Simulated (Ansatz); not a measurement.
# C11H21CuS: a spread of methods and bases

How do the results and run time of C11H21CuS respond when the settings are drawn wide?

The runs use Ansatz 0.2.0, Gaussian basis; the settings change from run to run.

3 further runs of the same task are left out: 3 that didn't finish.

## Step 1: The geometry

The structure was relaxed beforehand with PBE-D4/def2-SVP.

SMILES `C=CCCCCCCCCC[S][Cu]`, 34 atoms, charge 0, spin multiplicity 1.

Atoms are counted from 1 here; the program's logs count them from 0.

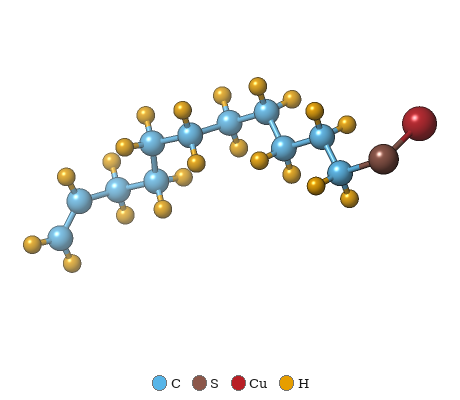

The structure; carbon blue, sulfur brown, copper red, hydrogen amber.

## Step 2: B97M-V/def2-mTZVPP

Set apart from the defaults: coordinates scaled by 1.05.

in.yaml reads:

```yaml
crystal:
  periodic: [false, false, false]
  atoms:
    - {symbol: C, position_ang: [-6.084112, -0.598080, 0.629161]}
    - {symbol: C, position_ang: [-5.114280, 0.080713, -0.140784]}
    - {symbol: C, position_ang: [-4.112203, -0.605858, -1.149820]}
    - {symbol: C, position_ang: [-2.553817, -0.504817, -0.719491]}
    - {symbol: C, position_ang: [-1.961255, 0.991851, -0.688469]}
    - {symbol: C, position_ang: [-0.415119, 1.086898, -0.242822]}
    - {symbol: C, position_ang: [0.626458, 0.420051, -1.274694]}
    - {symbol: C, position_ang: [2.175890, 0.601812, -0.871368]}
    - {symbol: C, position_ang: [2.614844, -0.157733, 0.478137]}
    - {symbol: C, position_ang: [4.181051, -0.010272, 0.810199]}
    - {symbol: C, position_ang: [4.641805, -0.785937, 2.136901]}
    - {symbol: S, position_ang: [6.490049, -0.509928, 2.635475]}
    - {symbol: Cu, position_ang: [7.452691, -0.846244, 0.656478]}
    - {symbol: H, position_ang: [-6.782227, -0.036738, 1.360312]}
    - {symbol: H, position_ang: [-6.217635, -1.746675, 0.552279]}
    - {symbol: H, position_ang: [-5.027216, 1.233059, -0.025771]}
    - {symbol: H, position_ang: [-4.404260, -1.728195, -1.273210]}
    - {symbol: H, position_ang: [-4.234932, -0.115216, -2.205454]}
    - {symbol: H, position_ang: [-2.418295, -0.995157, 0.332691]}
    - {symbol: H, position_ang: [-1.931286, -1.156175, -1.460819]}
    - {symbol: H, position_ang: [-2.091378, 1.478663, -1.744738]}
    - {symbol: H, position_ang: [-2.597060, 1.643588, 0.041112]}
    - {symbol: H, position_ang: [-0.298146, 0.598001, 0.811868]}
    - {symbol: H, position_ang: [-0.129256, 2.211053, -0.101939]}
    - {symbol: H, position_ang: [0.399109, -0.720346, -1.389953]}
    - {symbol: H, position_ang: [0.451892, 0.885063, -2.332480]}
    - {symbol: H, position_ang: [2.418578, 1.741168, -0.765931]}
    - {symbol: H, position_ang: [2.844385, 0.218525, -1.749602]}
    - {symbol: H, position_ang: [2.338643, -1.291030, 0.389444]}
    - {symbol: H, position_ang: [1.997557, 0.247320, 1.383115]}
    - {symbol: H, position_ang: [4.471910, 1.115767, 0.911369]}
    - {symbol: H, position_ang: [4.818493, -0.416749, -0.088394]}
    - {symbol: H, position_ang: [4.028705, -0.401309, 3.054115]}
    - {symbol: H, position_ang: [4.420416, -1.927061, 2.043074]}
basis:
  gaussian: {orbitals: def2-mTZVPP}
hamiltonian: {xc: {name: B97M-V}}
scf: {omitted_lower_state_checks: [starts]}
output: {forces: true}
```

Started as:

```
ansatz run in.yaml --threads 4 --pin off --events-out ev --progress --plain --max-ram 6963MiB
```

Output, cut to the lines that bear on the results:

```text
Functional definition: B97M-V
  name "B97M-V"
  cite "Mardirossian & Head-Gordon, J. Chem. Phys. 142, 074111 (2015) doi:10.1063/1.4907719"
  cite "Becke, J. Chem. Phys. 107, 8554 (1997) doi:10.1063/1.475007"
  cite "Vydrov & Van Voorhis, J. Chem. Phys. 133, 244103 (2010) doi:10.1063/1.3521275"
  # Of w^i u^j: cxij and so on, Table III.
[...]
  gx(w, u) = cx00 + cx01*u + cx02*u^2 + (cx10 + cx11*u)*w
  gss(w, u) = css00 + css02*u^2 + css10*w + (css32*w^3 + css42*w^4)*u^2
  gos(w, u) = cos00 + cos01*u + cos03*u^3 + cos10*w + cos32*w^3*u^2
[...]
      + integral(e_c_pw_mod_opposite_spin*gos(b97_w_opposite, b97_u_opposite)) + vv10(b, c)
[...]
3869 factors; their error is unknown
[...]
mean field -67215.35024997 eV, -2470.1185614855 hartree, gradient 5.8e-5 eV, S^2 0.000000; 0 other end points of the search recorded, 0 dependent functions left out
[...]
reference -67215.35036312 eV, -2470.1185656439 hartree; 66, 66 occupied and 308, 308 virtual orbitals, 3869 factors
Total energy: -67215.35036312 eV, -2470.1185656439 hartree
Atom 0 at    -6.084112    -0.598080     0.629161 Å, force     1.411572     0.847832    -1.142766 eV/Å
Atom 1 at    -5.114280     0.080713    -0.140784 Å, force    -1.228528    -0.757654     1.175779 eV/Å
Atom 2 at    -4.112203    -0.605858    -1.149820 Å, force    -0.251986    -0.015733    -0.192821 eV/Å
[...]
Atom 18 at    -2.418295    -0.995157     0.332691 Å, force    -0.280445     0.934083    -1.871066 eV/Å
Atom 19 at    -1.931286    -1.156175    -1.460819 Å, force    -1.145751     1.216326     1.275568 eV/Å
Atom 20 at    -2.091378     1.478663    -1.744738 Å, force     0.271262    -0.918719     1.859745 eV/Å
Atom 21 at    -2.597060     1.643588     0.041112 Å, force     1.166204    -1.216608    -1.255983 eV/Å
Atom 22 at    -0.298146     0.598001     0.811868 Å, force    -0.216203     0.806830    -1.919106 eV/Å
Atom 23 at    -0.129256     2.211053    -0.101939 Å, force    -0.540208    -2.009027    -0.317163 eV/Å
Atom 24 at     0.399109    -0.720346    -1.389953 Å, force     0.410050     2.033276     0.281490 eV/Å
Atom 25 at     0.451892     0.885063    -2.332480 Å, force     0.345723    -0.778293     1.923378 eV/Å
Atom 26 at     2.418578     1.741168    -0.765931 Å, force    -0.484038    -2.035770    -0.134536 eV/Å
Atom 27 at     2.844385     0.218525    -1.749602 Å, force    -1.245292     0.626954     1.575814 eV/Å
Atom 28 at     2.338643    -1.291030     0.389444 Å, force     0.529328     2.023267     0.108754 eV/Å
Atom 29 at     1.997557     0.247320     1.383115 Å, force     1.124505    -0.663627    -1.640212 eV/Å
Atom 30 at     4.471910     1.115767     0.911369 Å, force    -0.589571    -2.038033    -0.140478 eV/Å
Atom 31 at     4.818493    -0.416749    -0.088394 Å, force    -1.157037     0.652421     1.559777 eV/Å
Atom 32 at     4.028705    -0.401309     3.054115 Å, force     1.145869    -0.633926    -1.693106 eV/Å
Atom 33 at     4.420416    -1.927061     2.043074 Å, force     0.489940     2.114787     0.115644 eV/Å
Dipole moment:     0.155363    -0.104782    -0.761912 e Å
Checks for a lower state left out: starts
```

Run time: 18 s. Hardware: 4 threads of AMD EPYC 9R45, shared host; peak memory 1.2 GiB.

Largest force 2.305 eV/Å, dipole 3.77 D.

## Step 3: B2PLYP/cc-pVDZ

Set apart from the defaults: charge +1, multiplicity 2, atoms shaken by 0.03 Å, a grid of angular degree 23.

in.yaml reads:

```yaml
crystal:
  periodic: [false, false, false]
  atoms:
    - {symbol: C, position_ang: [-5.782929, -0.594580, 0.556314]}
    - {symbol: C, position_ang: [-4.868714, 0.101625, -0.139229]}
    - {symbol: C, position_ang: [-3.938541, -0.626405, -1.076880]}
    - {symbol: C, position_ang: [-2.446950, -0.473285, -0.663874]}
    - {symbol: C, position_ang: [-1.841109, 0.966918, -0.679648]}
    - {symbol: C, position_ang: [-0.364062, 1.049151, -0.244056]}
    - {symbol: C, position_ang: [0.585524, 0.405456, -1.168148]}
    - {symbol: C, position_ang: [2.034676, 0.524907, -0.824228]}
    - {symbol: C, position_ang: [2.531329, -0.174931, 0.496940]}
    - {symbol: C, position_ang: [3.958144, -0.008255, 0.757557]}
    - {symbol: C, position_ang: [4.454004, -0.793116, 2.009180]}
    - {symbol: S, position_ang: [6.184355, -0.484428, 2.540861]}
    - {symbol: Cu, position_ang: [7.075150, -0.828637, 0.619832]}
    - {symbol: H, position_ang: [-6.524413, -0.037749, 1.323733]}
    - {symbol: H, position_ang: [-5.974380, -1.644635, 0.533654]}
    - {symbol: H, position_ang: [-4.824716, 1.141693, -0.025050]}
    - {symbol: H, position_ang: [-4.211464, -1.654563, -1.199405]}
    - {symbol: H, position_ang: [-4.039143, -0.125061, -2.135146]}
    - {symbol: H, position_ang: [-2.309628, -0.918572, 0.332421]}
    - {symbol: H, position_ang: [-1.837492, -1.106801, -1.368214]}
    - {symbol: H, position_ang: [-2.033864, 1.439977, -1.650966]}
    - {symbol: H, position_ang: [-2.454268, 1.597214, -0.003968]}
    - {symbol: H, position_ang: [-0.323278, 0.589212, 0.813360]}
    - {symbol: H, position_ang: [-0.152497, 2.040909, -0.160971]}
    - {symbol: H, position_ang: [0.460709, -0.731813, -1.281208]}
    - {symbol: H, position_ang: [0.453827, 0.839206, -2.210875]}
    - {symbol: H, position_ang: [2.294663, 1.621365, -0.699248]}
    - {symbol: H, position_ang: [2.639498, 0.176830, -1.655364]}
    - {symbol: H, position_ang: [2.234560, -1.200130, 0.356458]}
    - {symbol: H, position_ang: [1.927999, 0.269496, 1.357988]}
    - {symbol: H, position_ang: [4.317759, 1.055294, 0.845058]}
    - {symbol: H, position_ang: [4.577985, -0.376163, -0.107788]}
    - {symbol: H, position_ang: [3.804968, -0.368259, 2.925691]}
    - {symbol: H, position_ang: [4.219447, -1.876855, 1.985090]}
basis:
  gaussian: {orbitals: cc-pVDZ, final_grid: {core_spheres: 8, valence_spheres: 7, degree: 23}}
total_charge: 1
magnetization: {spin_polarized: true, initial_magnetization: 1}
hamiltonian: {xc: {name: B2PLYP}}
scf: {omitted_lower_state_checks: [starts]}
output: {forces: true}
```

Same command.

Output, cut to the lines that bear on the results:

```text
Functional definition: B2PLYP
  name "B2PLYP"
  cite "Grimme, J. Chem. Phys. 124, 034108 (2006) doi:10.1063/1.2148954"
  cite "Becke, Phys. Rev. A 38, 3098 (1988) doi:10.1103/PhysRevA.38.3098"
  cite "Lee, Yang & Parr, Phys. Rev. B 37, 785 (1988) doi:10.1103/PhysRevB.37.785"
[...]
3003 factors; integrals over basis functions are off by at most 1.2e-3 eV
[...]
mean field -67174.20566782 eV, -2468.6065259803 hartree, gradient 4.7e-6 eV, S^2 0.756861; 0 other end points of the search recorded, 0 dependent functions left out
21 core orbitals not correlated: weight in the atoms' cores, before any rotation towards them, 1.000 or more for the frozen orbitals, at most 0.000 for the correlated occupied ones
reference -67174.20606300 eV, -2468.6065405030 hartree; 45, 44 occupied and 254, 255 virtual orbitals, 3003 factors
second order -77.88162574 eV of doubles, -0.00000000 eV of singles
[...]
Atom 25 at     0.453827     0.839206    -2.210875 Å, force     0.056897    -0.440347     0.875722 eV/Å
Atom 26 at     2.294663     1.621365    -0.699248 Å, force    -0.111570    -0.655856    -0.219652 eV/Å
Atom 27 at     2.639498     0.176830    -1.655364 Å, force     0.373245    -0.314365    -0.423419 eV/Å
Atom 28 at     2.234560    -1.200130     0.356458 Å, force    -0.008378    -1.093701     0.402903 eV/Å
Atom 29 at     1.927999     0.269496     1.357988 Å, force     0.576291    -0.638845    -0.773540 eV/Å
Atom 30 at     4.317759     1.055294     0.845058 Å, force    -0.696826    -0.508083     0.128539 eV/Å
Atom 31 at     4.577985    -0.376163    -0.107788 Å, force    -0.312520    -0.075553     0.075597 eV/Å
Atom 32 at     3.804968    -0.368259     2.925691 Å, force     1.353409    -1.014180    -1.648457 eV/Å
Atom 33 at     4.219447    -1.876855     1.985090 Å, force     0.410473     0.106233    -0.155105 eV/Å
Dipole moment:     3.658795    -0.448890     0.424412 e Å
Checks for a lower state left out: starts
```

It took 55 s on 4 threads of AMD EPYC 9R45, shared host; peak memory 3.1 GiB.

Largest force 4.422 eV/Å, ⟨S²⟩ 0.757.

## Step 4: B3LYP/def2-mTZVPP

in.yaml reads:

```yaml
crystal:
  periodic: [false, false, false]
  atoms:
    - {symbol: C, position_ang: [-5.794392, -0.569600, 0.599201]}
    - {symbol: C, position_ang: [-4.870743, 0.076869, -0.134080]}
    - {symbol: C, position_ang: [-3.916384, -0.577008, -1.095066]}
    - {symbol: C, position_ang: [-2.432207, -0.480778, -0.685230]}
    - {symbol: C, position_ang: [-1.867861, 0.944620, -0.655685]}
    - {symbol: C, position_ang: [-0.395351, 1.035141, -0.231259]}
    - {symbol: C, position_ang: [0.596626, 0.400048, -1.213994]}
    - {symbol: C, position_ang: [2.072277, 0.573154, -0.829875]}
    - {symbol: C, position_ang: [2.490327, -0.150222, 0.455369]}
    - {symbol: C, position_ang: [3.981953, -0.009783, 0.771618]}
    - {symbol: C, position_ang: [4.420767, -0.748511, 2.035144]}
    - {symbol: S, position_ang: [6.180999, -0.485646, 2.509976]}
    - {symbol: Cu, position_ang: [7.097801, -0.805947, 0.625218]}
    - {symbol: H, position_ang: [-6.459264, -0.034989, 1.295535]}
    - {symbol: H, position_ang: [-5.921557, -1.663500, 0.525980]}
    - {symbol: H, position_ang: [-4.787825, 1.174342, -0.024544]}
    - {symbol: H, position_ang: [-4.194533, -1.645900, -1.212581]}
    - {symbol: H, position_ang: [-4.033269, -0.109730, -2.100432]}
    - {symbol: H, position_ang: [-2.303138, -0.947769, 0.316848]}
    - {symbol: H, position_ang: [-1.839320, -1.101119, -1.391256]}
    - {symbol: H, position_ang: [-1.991789, 1.408250, -1.661656]}
    - {symbol: H, position_ang: [-2.473391, 1.565322, 0.039154]}
    - {symbol: H, position_ang: [-0.283948, 0.569525, 0.773208]}
    - {symbol: H, position_ang: [-0.123101, 2.105764, -0.097085]}
    - {symbol: H, position_ang: [0.380104, -0.686044, -1.323765]}
    - {symbol: H, position_ang: [0.430374, 0.842917, -2.221409]}
    - {symbol: H, position_ang: [2.303408, 1.658255, -0.729458]}
    - {symbol: H, position_ang: [2.708938, 0.208119, -1.666287]}
    - {symbol: H, position_ang: [2.227279, -1.229553, 0.370899]}
    - {symbol: H, position_ang: [1.902435, 0.235543, 1.317252]}
    - {symbol: H, position_ang: [4.258962, 1.062635, 0.867971]}
    - {symbol: H, position_ang: [4.589041, -0.396904, -0.084185]}
    - {symbol: H, position_ang: [3.836862, -0.382199, 2.908681]}
    - {symbol: H, position_ang: [4.209920, -1.835296, 1.945784]}
basis:
  gaussian: {orbitals: def2-mTZVPP}
hamiltonian: {xc: {name: B3LYP}}
scf: {omitted_lower_state_checks: [starts]}
output: {forces: true}
```

The command is unchanged.

Output, cut to the lines that bear on the results:

```text
Functional definition: B3LYP
  name "B3LYP"
  cite "Stephens, Devlin, Chabalowski & Frisch, J. Phys. Chem. 98, 11623 (1994) doi:10.1021/j100096a001"
  cite "Becke, Phys. Rev. A 38, 3098 (1988) doi:10.1103/PhysRevA.38.3098"
  cite "Lee, Yang & Parr, Phys. Rev. B 37, 785 (1988) doi:10.1103/PhysRevB.37.785"
  cite "Vosko, Wilk & Nusair, Can. J. Phys. 58, 1200 (1980) doi:10.1139/p80-159"
[...]
3552 factors; integrals over basis functions are off by at most 1.3e-3 eV
[...]
mean field -67232.32267392 eV, -2470.7422865615 hartree, gradient 7.7e-5 eV, S^2 0.000000; 0 other end points of the search recorded, 0 dependent functions left out
[...]
reference -67232.32316855 eV, -2470.7423047387 hartree; 66, 66 occupied and 308, 308 virtual orbitals, 3552 factors
Total energy: -67232.32316855 eV, -2470.7423047387 hartree
[...]
Atom 25 at     0.430374     0.842917    -2.221409 Å, force     0.093151    -0.187654     0.463037 eV/Å
Atom 26 at     2.303408     1.658255    -0.729458 Å, force    -0.122555    -0.496476    -0.043618 eV/Å
Atom 27 at     2.708938     0.208119    -1.666287 Å, force    -0.314511     0.153290     0.369829 eV/Å
Atom 28 at     2.227279    -1.229553     0.370899 Å, force     0.130073     0.496404     0.024064 eV/Å
Atom 29 at     1.902435     0.235543     1.317252 Å, force     0.291540    -0.167933    -0.411332 eV/Å
Atom 30 at     4.258962     1.062635     0.867971 Å, force    -0.180504    -0.506408    -0.041198 eV/Å
Atom 31 at     4.589041    -0.396904    -0.084185 Å, force    -0.347996     0.177700     0.377560 eV/Å
Atom 32 at     3.836862    -0.382199     2.908681 Å, force     0.276399    -0.170052    -0.450676 eV/Å
Atom 33 at     4.209920    -1.835296     1.945784 Å, force     0.143914     0.565598     0.037937 eV/Å
Dipole moment:     0.128263    -0.100918    -0.764851 e Å
Checks for a lower state left out: starts
```

It took 9 s on 4 threads of AMD EPYC 9R45, shared host; peak memory 2.1 GiB.

Largest force 0.821 eV/Å, dipole 3.76 D.

## Step 5: rPW86-PBE/def2-mTZVP

Set apart from the defaults: multiplicity 3, relativity set to none.

in.yaml: that of step 4 with these lines changed.

```diff
@@ -38,5 +38,5 @@
 basis:
-  gaussian: {orbitals: def2-mTZVPP}
-hamiltonian: {xc: {name: B3LYP}}
+  gaussian: {orbitals: def2-mTZVP}
+magnetization: {spin_polarized: true, initial_magnetization: 2}
+hamiltonian: {xc: {name: rPW86-PBE}, pseudopotentials: {relativity: none}}
 scf: {omitted_lower_state_checks: [starts]}
-output: {forces: true}
```

The command is unchanged.

Output:

```text
Functional definition: rPW86-PBE
  name "rPW86-PBE"
  cite "Murray, Lee & Langreth, J. Chem. Theory Comput. 5, 2754 (2009) doi:10.1021/ct900365q"
  cite "Perdew, Burke & Ernzerhof, Phys. Rev. Lett. 77, 3865 (1996) doi:10.1103/PhysRevLett.77.3865"
  parent pbe
  exchange = rpw86_x
  correlation = pbe_c
these checks for a lower state are left out or cut short: starts
3553 factors; their error is unknown
mean field evaluation 1: about -67226.6033 eV, gradient 1.0e2 eV
mean field evaluation 2: about -66052.1421 eV, gradient 3.0e2 eV
mean field evaluation 4: about -67264.2349 eV, gradient 6.8e1 eV
mean field evaluation 8: about -67266.5864 eV, gradient 6.4e1 eV
mean field evaluation 16: about -67286.3326 eV, gradient 6.6e-4 eV
mean field -67286.33256133 eV, -2472.7271133147 hartree, gradient 2.1e-5 eV, S^2 2.003600; 0 other end points of the search recorded, 0 dependent functions left out
reference -67286.33278215 eV, -2472.7271214294 hartree; 67, 65 occupied and 260, 262 virtual orbitals, 3553 factors
Total energy: -67286.33278215 eV, -2472.7271214294 hartree
Checks for a lower state left out: starts
```

Run time: 17 s. Hardware: 4 threads of AMD EPYC 9R45, shared host; peak memory 1.3 GiB.

⟨S²⟩ 2.004.

## Step 6: All runs side by side

```
               level  charge  multiplicity  geometry  functions  energy (eV)  time
  B97M-V/def2-mTZVPP       0             1    scaled        374   -67215.350  18 s
      B2PLYP/cc-pVDZ       1             2    shaken        320   -67195.234  55 s
   B3LYP/def2-mTZVPP       0             1   relaxed        374   -67232.323   9 s
rPW86-PBE/def2-mTZVP       0             3   relaxed        327   -67286.333  17 s
```

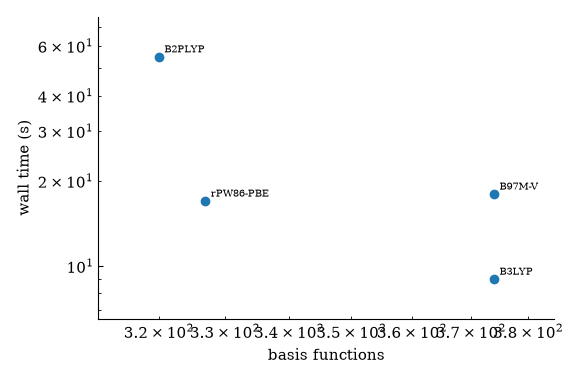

Wall time against the number of basis functions (shared host).

## Step 7: What came out

```
quantity                   value
    runs                       4
quickest  B3LYP/def2-mTZVPP, 9 s
 slowest    B2PLYP/cc-pVDZ, 55 s
```

In words: The runs differ in state or geometry as well as level, so their energies can't be set against each other. B2PLYP/cc-pVDZ took 6 times as long as B3LYP/def2-mTZVPP. The jobs differ in tasks and options as well as level. At the PBE-D4/def2-SVP geometry and in the same state, runs without warnings or point charges leave forces up to 0.82 eV/Å (B3LYP/def2-mTZVPP), against 2.3 eV/Å where the atoms were moved.
